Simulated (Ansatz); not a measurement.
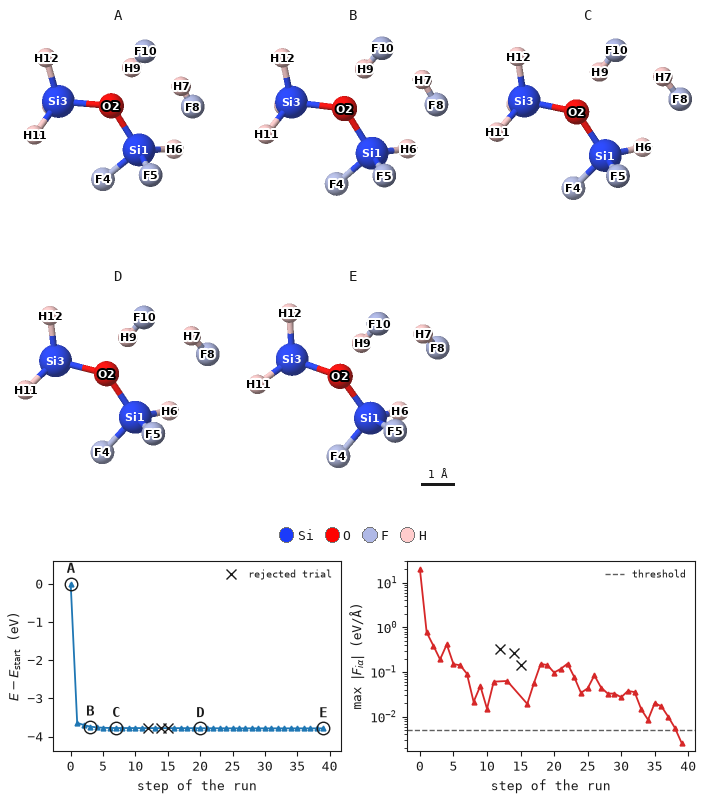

Frames of a relaxation of Si2H6OF4 (started from a transition state, displaced along its imaginary mode), marked on the history of the run. A ball-and-stick model, seen at a tilt.

All numbers below come from RKS PBE0-D4/def2-TZVP (Ansatz 0.2.0). Set-up: force threshold 0.005 eV/Å; at most 200 steps.

> What happens along the run?

The atom that moves furthest after the best rigid fit is an F atom (0.87 Å). Largest moves by element: F 0.87 Å, H 0.65 Å, O 0.37 Å, Si 0.25 Å. Some distances before and after: F–Si 2.313 → 3.042 Å, F–H 0.734 → 0.949 Å, F–H 0.760 → 0.937 Å, H–Si 1.486 → 1.458 Å. Bond angles that change, for instance: Si–O–Si 123.5° → 132.9°, O–Si–F 100.1° → 106.4°, O–Si–F 113.2° → 107.1°. Groups turn about O–Si by about 35°, O–Si by about 25°. Over 36 accepted moves (39 points after the start) the energy falls by 3.785 eV. Largest force component: 20 eV/Å at the start, 0.0026 eV/Å at the end. The line search rejected the trial steps at points 12, 14, 15 of the run. From step 0 to 3: an H atom moves most (0.32 Å), energy −3.741 eV. From step 3 to 7: an F atom moves most (0.32 Å), energy −0.036 eV. From step 7 to 20: an F atom moves most (0.40 Å), energy −0.005 eV. From step 20 to 39: an F atom moves most (0.35 Å), energy −0.003 eV.
